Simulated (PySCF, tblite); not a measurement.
# C₅H₉OSi radical: geometry, infrared bands and EPR parameters

What infrared bands and EPR parameters should C₅H₉OSi radical (`O[CH][C@H]1C=CC[SiH2]1`) show?

Programs: tblite 0.8.0 and PySCF 2.14.0, with density-fitted response routines of our own. Each step states its level of theory. These are calculated values for one molecule in the gas phase, unless marked as measured. Atoms count from 0, in the outputs and in this text.

**1. The starting structure**

16 atoms, charge 0, multiplicity 2; geometry from: force field or distance geometry start.

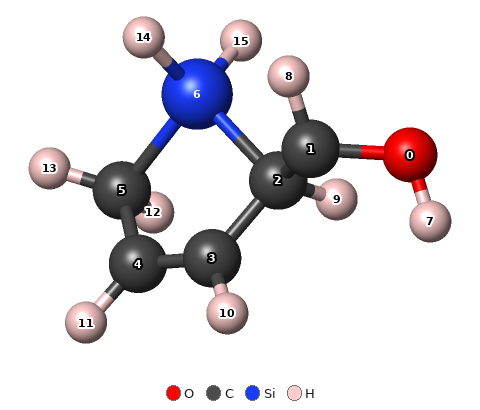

The starting geometry (oxygen red, carbon dark grey, silicon blue, hydrogen pink), atoms numbered.

**2. Relaxing the molecule with GFN2-xTB**

What the job is given:

```
{"job": {"kind": "relax", "xc": "GFN2-xTB", "basis": "xTB"}, "charge": 0, "multiplicity": 2}
O      2.976500    -0.430200    -0.163800
C      1.939700    -0.175900     0.773300
C      0.682700    -0.158600    -0.024400
C     -0.260500    -1.135100     0.529600
C     -1.507900    -0.866200     0.634700
C     -1.978900     0.450300     0.153100
Si    -0.332300     1.397800     0.256100
H      2.977300    -1.392100    -0.425600
H      2.134800     0.772900     1.317000
H      0.857800    -0.329800    -1.102400
H      0.145300    -2.138600     0.884400
H     -2.255300    -1.593400     1.054100
H     -2.273900     0.367300    -0.899700
H     -2.736700     0.911500     0.774700
H     -0.135500     1.988500     1.586200
H     -0.240600     2.340600    -0.823700
```

The run is started by

```console
OMP_NUM_THREADS=1 python probes_run.py task.json out
```

The driver reads the jobs from task.json and runs them one after another.

The program printed:

```text
step      E/eV     max force
  0    -569.85419    3.966
  1    -570.14973    3.243
  2    -570.35046    1.542
  3    -570.49371    1.114
  4    -570.56625    0.769
  5    -570.59741    0.435
  6    -570.62277    0.416
  7    -570.64832    0.475
  8    -570.66312    0.307
  9    -570.67257    0.245
 10    -570.68035    0.254
 11    -570.68729    0.252
 12    -570.69302    0.166
 13    -570.69784    0.151
 14    -570.70270    0.229
 15    -570.70830    0.252
 16    -570.71488    0.245
 17    -570.72067    0.211
 18    -570.72380    0.418
 19    -570.72766    0.149
 20    -570.73049    0.125
 21    -570.73369    0.143
 22    -570.73628    0.124
 23    -570.73941    0.126
 24    -570.74191    0.098
 25    -570.74423    0.106
 26    -570.74653    0.112
 27    -570.74918    0.136
 28    -570.75218    0.147
 29    -570.75559    0.230
 30    -570.75752    0.277
 31    -570.76241    0.275
 32    -570.76587    0.228
 33    -570.77101    0.113
 34    -570.77272    0.151
 35    -570.77616    0.241
 36    -570.78063    0.223
 37    -570.78548    0.187
 38    -570.78872    0.162
 39    -570.79058    0.108
 40    -570.79242    0.110
 41    -570.79404    0.121
 42    -570.79635    0.145
 43    -570.79879    0.124
 44    -570.80182    0.130
 45    -570.80486    0.146
 46    -570.80733    0.118
 47    -570.80824    0.140
 48    -570.81006    0.134
 49    -570.81133    0.116
 50    -570.81470    0.129
 51    -570.81713    0.144
 52    -570.82168    0.160
 53    -570.82569    0.185
 54    -570.83038    0.148
 55    -570.83338    0.142
 56    -570.83550    0.128
 57    -570.83721    0.091
 58    -570.83894    0.095
 59    -570.84021    0.091
 60    -570.84219    0.086
 61    -570.84404    0.134
 62    -570.84613    0.151
 63    -570.84822    0.152
 64    -570.85041    0.140
 65    -570.85263    0.121
 66    -570.85401    0.208
 67    -570.85621    0.322
 68    -570.85900    0.188
 69    -570.86191    0.237
 70    -570.86631    0.182
 71    -570.87045    0.173
 72    -570.87400    0.162
 73    -570.87574    0.190
 74    -570.87746    0.152
 75    -570.87929    0.129
 76    -570.88088    0.080
 77    -570.88171    0.050
 78    -570.88214    0.049
 79    -570.88257    0.064
 80    -570.88298    0.056
 81    -570.88328    0.039
 82    -570.88346    0.033
 83    -570.88358    0.028
 84    -570.88366    0.028
 85    -570.88374    0.022
 86    -570.88380    0.014
 87    -570.88384    0.013
 88    -570.88387    0.013
 89    -570.88389    0.012
 90    -570.88392    0.011
 91    -570.88395    0.013
 92    -570.88398    0.013
 93    -570.88400    0.015
 94    -570.88402    0.016
 95    -570.88404    0.013
 96    -570.88407    0.018
 97    -570.88412    0.021
 98    -570.88417    0.021
 99    -570.88420    0.025
100    -570.88424    0.026
101    -570.88428    0.021
102    -570.88433    0.018
103    -570.88437    0.017
104    -570.88441    0.022
105    -570.88446    0.024
106    -570.88454    0.028
107    -570.88469    0.049
108    -570.88495    0.069
109    -570.88529    0.070
110    -570.88559    0.049
111    -570.88578    0.036
112    -570.88581    0.040
113    -570.88592    0.025
114    -570.88598    0.022
115    -570.88611    0.024
116    -570.88621    0.022
117    -570.88627    0.016
118    -570.88633    0.017
119    -570.88636    0.016
120    -570.88641    0.015
121    -570.88647    0.017
122    -570.88654    0.024
123    -570.88662    0.029
124    -570.88669    0.030
125    -570.88675    0.025
126    -570.88682    0.017
127    -570.88689    0.018
128    -570.88697    0.025
129    -570.88704    0.027
130    -570.88710    0.025
131    -570.88714    0.021
132    -570.88718    0.014
133    -570.88721    0.012
134    -570.88723    0.010
135    -570.88724    0.008
```

Run time: 0.91 s. Hardware: 1 thread of Arm Neoverse V1, shared host; peak memory 0.18 GiB.

Along the way: (not every step is listed)

```csv
step,energy from step 0 (eV),largest force (eV/Å)
0,0.0000,3.9665
1,-0.2955,3.2427
2,-0.4963,1.5417
3,-0.6395,1.1137
4,-0.7121,0.7687
5,-0.7432,0.4348
6,-0.7686,0.4161
7,-0.7941,0.4747
8,-0.8089,0.3073
20,-0.8763,0.1246
32,-0.9117,0.2276
44,-0.9476,0.1305
56,-0.9813,0.1285
68,-1.0048,0.1880
80,-1.0288,0.0564
92,-1.0298,0.0133
104,-1.0302,0.0218
116,-1.0320,0.0222
128,-1.0328,0.0255
130,-1.0329,0.0252
131,-1.0330,0.0212
132,-1.0330,0.0137
133,-1.0330,0.0120
134,-1.0330,0.0099
135,-1.0331,0.0083
```

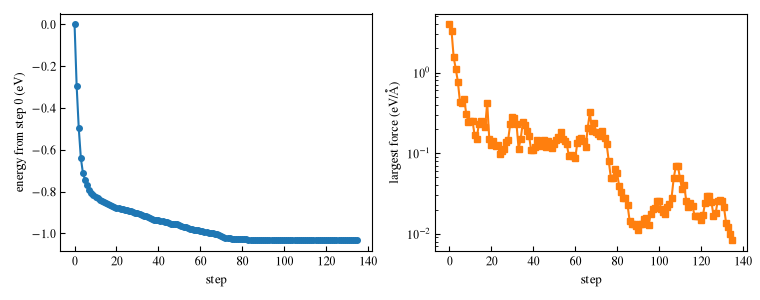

Energy and force, step by step.

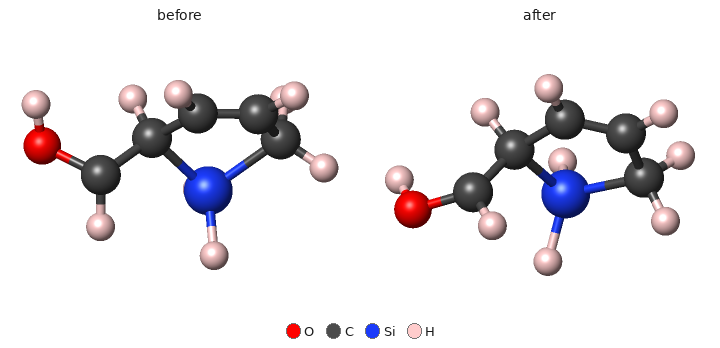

The geometry before (left) and after (right).

Close pairs (by a distance rule), those that changed most:

```csv
bond,before (Å),after (Å),change (Å)
C2–Si6,1.879,1.963,+0.084
C3–H10,1.139,1.080,-0.059
O0–C1,1.420,1.374,-0.046
C4–H11,1.124,1.081,-0.043
C3–C4,1.280,1.321,+0.041
C2–C3,1.466,1.505,+0.039
C1–H8,1.111,1.075,-0.036
O0–H7,0.997,0.964,-0.033
```

The final coordinates are the input of the step that follows.

**3. Harmonic vibrations with GFN2-xTB**

What the job is given:

```
{"job": {"kind": "ir", "xc": "GFN2-xTB", "basis": "xTB"}, "charge": 0, "multiplicity": 2}
O      3.051399     0.106591     0.546378
C      1.796434    -0.352697     0.867523
C      0.709942    -0.376054    -0.108807
C     -0.360701    -1.349292     0.305634
C     -1.566142    -0.903005     0.610447
C     -1.851526     0.565042     0.509534
Si    -0.274788     1.316708    -0.246522
H      3.146202     0.117420    -0.413006
H      1.604266    -0.314025     1.924231
H      1.112461    -0.657843    -1.089860
H     -0.092007    -2.393633     0.368484
H     -2.362301    -1.559850     0.931791
H     -2.744920     0.733776    -0.093384
H     -2.075154     0.965873     1.500368
H      0.356838     2.367357     0.548417
H     -0.457600     1.742577    -1.637673
```

The program printed:

```text
mode    cm-1     km/mol
  1      37.7      1.12
  2      61.8      1.50
  3     199.4      5.07
  4     217.3     13.09
  5     331.2     40.45
  6     360.5      0.20
  7     392.9      9.02
  8     464.8     44.57
  9     487.3     16.18
 10     501.3      6.12
 11     515.7    117.96
 12     595.4     10.54
 13     626.4    152.07
 14     708.2     42.33
 15     722.0     28.12
 16     769.5    188.90
 17     804.0     80.60
 18     815.3     28.55
 19     897.5      0.12
 20     982.1     18.97
 21    1012.8     77.12
 22    1030.4      0.63
 23    1089.9     71.68
 24    1100.0      9.41
 25    1140.5     14.54
 26    1179.9      9.78
 27    1205.6     44.40
 28    1242.3     10.03
 29    1268.4     30.58
 30    1312.1      2.65
 31    1364.0    265.83
 32    1462.6      4.49
 33    1711.7     22.15
 34    2234.2    345.53
 35    2286.8    283.40
 36    2881.5     58.37
 37    2953.4     35.67
 38    2982.9     26.20
 39    3058.5     29.40
 40    3077.0     80.27
 41    3127.2     23.65
 42    3526.7      6.45
```

It took 0.53 s on 1 thread of Arm Neoverse V1, shared host; peak memory 0.18 GiB.

Which atoms move in the most intense modes:

```csv
cm⁻¹,km/mol,atoms
516,118.0,"H8 51 %, H7 14 %"
626,152.1,"H14 50 %, H15 37 %"
770,188.9,"H14 47 %, H15 44 %"
804,80.6,"C5 28 %, H12 17 %, Si6 12 %, C4 10 %"
1364,265.8,"C1 45 %, H8 21 %, C2 12 %, O0 10 %"
2234,345.5,H15 96 %
2287,283.4,H14 96 %
3077,80.3,"H10 67 %, H11 24 %"
```

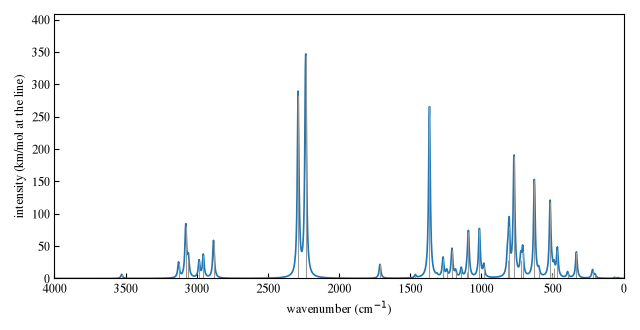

The infrared spectrum from these modes, unscaled. Lines are broadened to a width of 14 cm⁻¹ (Lorentzian).

**4. EPR parameters: B3LYP/pcH-1**

Same as in step 3 but for these lines:

```diff
@@ -1,2 +1,2 @@
-{"job": {"kind": "ir", "xc": "GFN2-xTB", "basis": "xTB"}, "charge": 0, "multiplicity": 2}
+{"job": {"kind": "epr", "basis": "pcH-1"}, "charge": 0, "multiplicity": 2}
 O      3.051399     0.106591     0.546378
```

Method: UKS B3LYP, pcH-1 on C H O Si, non-relativistic, mean-field spin-orbit, GIAO.

The program printed:

```text
UKS, coarse grid
  cycle   1  E = -560.51136266  |g| = 5.10e-01
  cycle   2  E = -560.40673034  |g| = 7.34e-01
  cycle   3  E = -560.61442058  |g| = 8.83e-02
  cycle   4  E = -560.61649059  |g| = 4.60e-02
  cycle   5  E = -560.61749885  |g| = 1.02e-02
  cycle   6  E = -560.61753810  |g| = 6.37e-03
  cycle   7  E = -560.61755951  |g| = 1.45e-03
  cycle   8  E = -560.61756093  |g| = 7.45e-04
UKS, final grid
  cycle   1  E = -560.61755755  |g| = 9.97e-04
  cycle   2  E = -560.61755703  |g| = 1.45e-03
  cycle   3  E = -560.61755802  |g| = 1.96e-04
  cycle   4  E = -560.61755804  |g| = 3.65e-05
  cycle   5  E = -560.61755805  |g| = 3.52e-05
  cycle   6  E = -560.61755805  |g| = 1.03e-05
E = -560.61755805 Eh   <S^2> = 0.7539 (exact 0.7500)
g shifts (ppm)      1          2          3
  rmc          -193       -193       -193
  gc             -1         18         26
  oz_so          35        952       1893
  total        -159        776       1726
hyperfine (MHz)  atom isotope    a_iso     a_fc   dipolar eigenvalues
    0   17O     -18.62     -18.68    -59.52     28.49     31.04
    1   13C     126.18     126.21    -74.75    -73.38    148.12
    2   13C     -26.53     -26.54     -2.61     -1.87      4.49
    3   13C      21.79      21.80     -1.95     -0.66      2.62
    4   13C      -0.36      -0.37     -1.16      0.40      0.76
    5   13C      -0.89      -0.89     -0.65     -0.30      0.95
    6  29Si    -125.45    -125.63    -24.05     11.24     12.81
    7    1H      -9.97     -10.01    -12.27     -8.11     20.38
    8    1H     -47.06     -47.09    -34.47     -0.96     35.43
    9    1H      39.34      39.33     -4.80     -3.91      8.71
   10    1H      -2.98      -2.98     -3.82     -2.12      5.93
   11    1H      -0.35      -0.35     -1.00     -0.73      1.74
   12    1H      -1.01      -1.01     -0.93     -0.52      1.45
   13    1H       5.44       5.44     -1.06     -0.67      1.73
   14    1H      -3.64      -3.64     -3.01     -1.41      4.42
   15    1H      18.32      18.32     -2.43     -0.81      3.24
```

Wall time 81 s (1 thread of Arm Neoverse V1, shared host); peak memory 1.1 GiB.

Principal g values 2.00216, 2.00310, 2.00405; g(iso) = 2.00310, against 2.00232 for a free electron.

Hyperfine couplings, nucleus by nucleus at this fixed geometry (no averaging over rotations):

```csv
nuclei,isotope,a(iso) (MHz),"a(iso) (G, at g = 2.0023)",largest dipolar term (MHz)
C1,13C,126.2,45.0,148.1
Si6,29Si,-125.4,-44.8,-24.0
H8,1H,-47.1,-16.8,35.4
H9,1H,39.3,14.0,8.7
C2,13C,-26.5,-9.5,4.5
C3,13C,21.8,7.8,2.6
O0,17O,-18.6,-6.6,-59.5
H15,1H,18.3,6.5,3.2
H7,1H,-10.0,-3.6,20.4
H13,1H,5.4,1.9,1.7
H14,1H,-3.6,-1.3,4.4
H10,1H,-3.0,-1.1,5.9
H12,1H,-1.0,-0.4,1.4
C5,13C,-0.9,-0.3,1.0
```

Mulliken spin populations:

O0 0.11; C1 0.86; C2 -0.07; C3 0.02; C4 0.00; C5 0.00; Si6 0.10; H7 0.00; H8 -0.04; H9 0.01; H10 0.00; H11 0.00; H12 0.00; H13 0.00; H14 0.00; H15 0.02

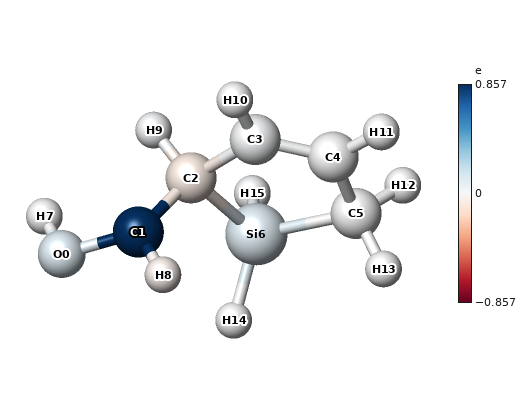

Mulliken spin populations, as colours on the atoms.

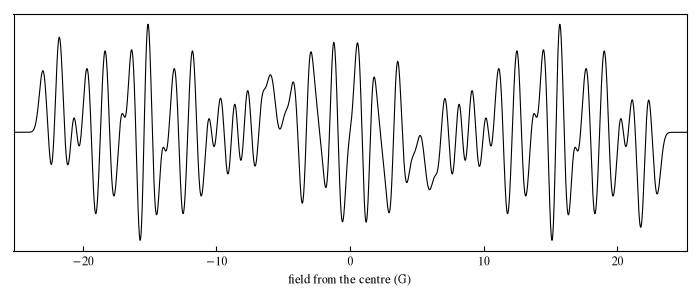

First-order isotropic spectrum (first derivative, main isotopes with spin only, couplings over 0.8 MHz, Gaussian width 0.3 G; couplings of the frozen geometry, rotation of groups not averaged beyond the rows shown).

Orbitals, density, ELF and potential are computed afterwards from the orbital file.

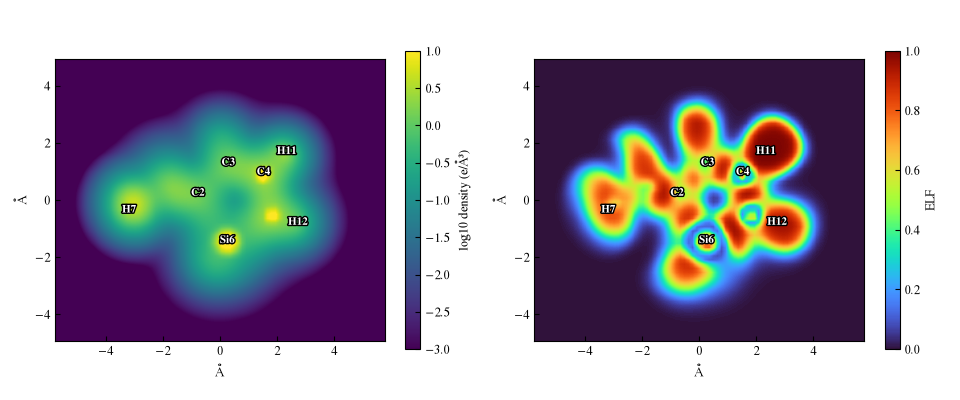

Density (left) and ELF (right) in a plane through or near 7 of the atoms.

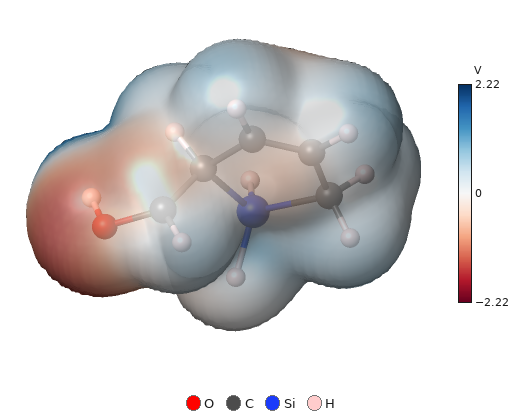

The potential that a unit positive charge feels on the 0.002 e/bohr³ surface, from -1.43 V near O0 to 2.22 V near H7.

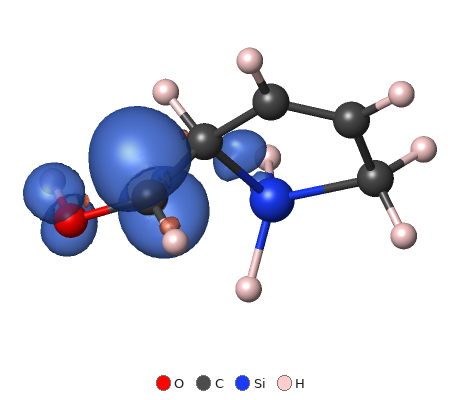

Spin density at ±0.04 e/Å³ (alpha excess blue, beta excess red).

**5. Summary of results**

| quantity | value |
| --- | --- |
| strongest single infrared mode (GFN2-xTB) | 2234 cm⁻¹, 346 km/mol |
| zero-point energy (GFN2-xTB) | 75.4 kcal/mol |
| g(iso) (B3LYP) | 2.00310 |
| ⟨S²⟩ | 0.754 (exact 0.75) |
| largest a(iso) | 13C on C1, 126.2 MHz |
| surface potential, least and greatest | -1.43 V and 2.22 V |

The optimisation took 135 steps and gained 1.033 eV; among the close pairs (by a distance rule), C2–Si6 changed most, from 1.879 to 1.963 Å. All 42 modes are real, so the xTB geometry is a minimum. The strongest single mode, at 2234 cm⁻¹, moves mainly H15. Unscaled tight-binding wavenumbers are off by several per cent, some by more. Its intensities can rank the bands wrongly. Most of the unpaired spin sits on C1 (0.86 e). The isotropic g lies 0.8 ppt above the free-electron value.
